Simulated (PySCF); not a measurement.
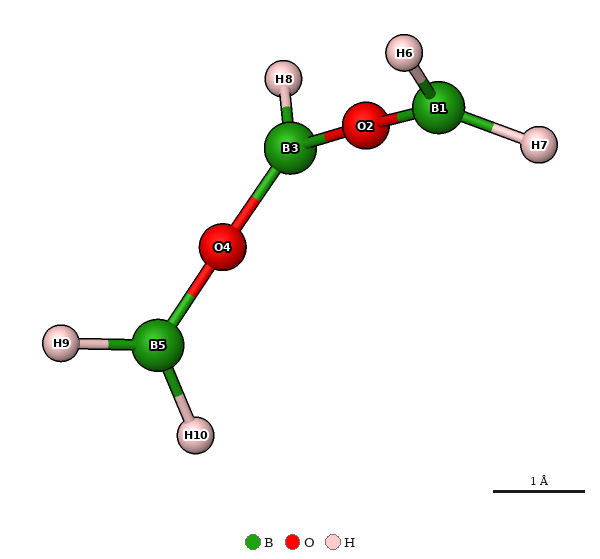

Fig. 1: The structure (ball-and-stick view, seen at a tilt; atoms are numbered from 1 in the order of the input).

# Run report: B$_{3}$H$_{5}$O$_{2}$, core-level calculation

System: B$_{3}$H$_{5}$O$_{2}$, SMILES BOBOB.
Method: delta-SCF UKS SCAN, pcX-2 on the ionised atom, pcseg-1 elsewhere, spin-free X2C (PySCF 2.14.0).

Figures and captions count atoms from 1; the log counts them from 0 in places.

Input file
```
{"job": {"kind": "xps"}, "charge": 0, "multiplicity": 1}
B      2.277820    -0.186102    -0.171724
O      1.110114     0.384639    -0.170935
B     -0.101317     0.917354    -0.159826
O     -1.169167     0.169658     0.069219
B     -2.188105    -0.602435     0.302472
H      2.897115    -0.252418     0.832726
H      2.718301    -0.617010    -1.180201
H     -0.231317     2.076415    -0.357334
H     -2.560623    -0.760084     1.412879
H     -2.743938    -1.125362    -0.599804
```

The first line tells a small driver script what to run in PySCF; the rest is the geometry in Å.

Run on 1 CPU thread, shared host.

Launch command:
```bash
OMP_NUM_THREADS=1 python <driver script> task.json out
```

What the program printed
```
ground state, core basis on atom 0 (B), 126 functions
  cycle   1  E = -228.01146487  |g| = 7.66e-01
  cycle   2  E = -227.72557167  |g| = 1.44e+00
  cycle   3  E = -228.11582929  |g| = 1.19e-01
  cycle   4  E = -228.11909211  |g| = 4.25e-02
  cycle   5  E = -228.11955806  |g| = 6.10e-03
  cycle   6  E = -228.11956384  |g| = 3.93e-03
  cycle   7  E = -228.11956408  |g| = 1.90e-03
  cycle   8  E = -228.11956544  |g| = 1.78e-04
  E(ground) = -228.13187331 Eh
hole in B 1s of atom 0
  cycle   1  E = -220.48062003  |g| = 1.15e+00
  cycle   2  E = -218.66596482  |g| = 1.76e+00
[... 22 cycles left out ...]
  E(ion) = -220.88403569 Eh   <S^2> = 0.8285   hole on atom = 1.000   binding energy = 197.224 eV
ground state, core basis on atom 1 (O), 126 functions
[... 6 cycles left out ...]
  E(ground) = -228.16400146 Eh
hole in O 1s of atom 1
[... 9 cycles left out ...]
  E(ion) = -208.33601664 Eh   <S^2> = 0.7608   hole on atom = 1.000   binding energy = 539.547 eV
ground state, core basis on atom 2 (B), 126 functions
[... 6 cycles left out ...]
  E(ground) = -228.13508399 Eh
hole in B 1s of atom 2
  cycle   1  E = -220.44657923  |g| = 1.17e+00
  cycle   2  E = -219.24376591  |g| = 1.73e+00
  cycle   3  E = -220.71720660  |g| = 4.57e-01
  cycle   4  E = -220.83428853  |g| = 1.59e-01
  cycle   5  E = -220.84066153  |g| = 1.04e-01
  cycle   6  E = -220.84464047  |g| = 1.58e-02
  cycle   7  E = -220.84481955  |g| = 6.23e-03
  cycle   8  E = -220.84485219  |g| = 6.44e-03
  cycle   9  E = -220.84486963  |g| = 3.99e-03
  cycle  10  E = -220.84488201  |g| = 4.69e-04
  E(ion) = -220.85747143 Eh   <S^2> = 0.7977   hole on atom = 1.000   binding energy = 198.034 eV
```

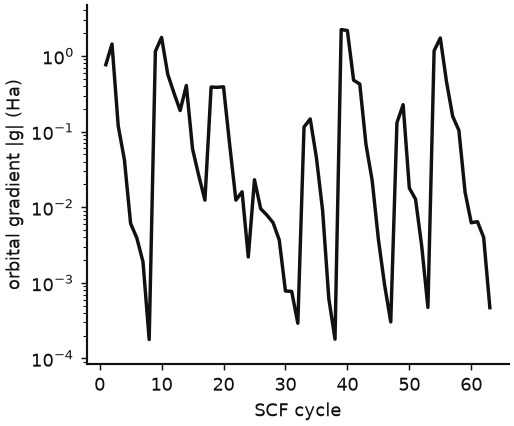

Fig. 2: Convergence of the self-consistent field: orbital gradient |g| against the SCF cycle. All cycles printed in the log are drawn one after another.

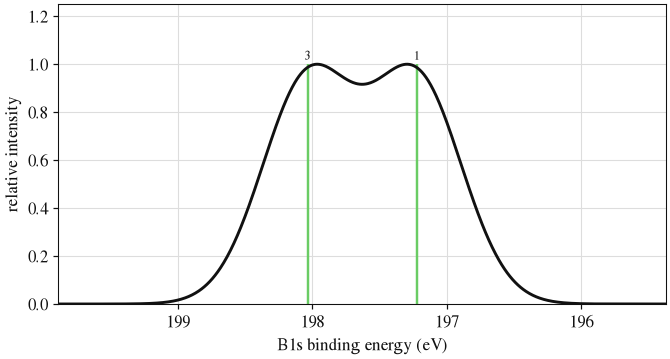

Fig. 3: B1s binding energies by ΔSCF of the atoms computed, labelled by atom number, with a Gaussian envelope of 0.8 eV full width. They run from 197.22 eV (atom 1) to 198.03 eV (atom 3).

Summary

- outcome: converged
- wall time: 21 s
- peak memory: 0.46 GiB
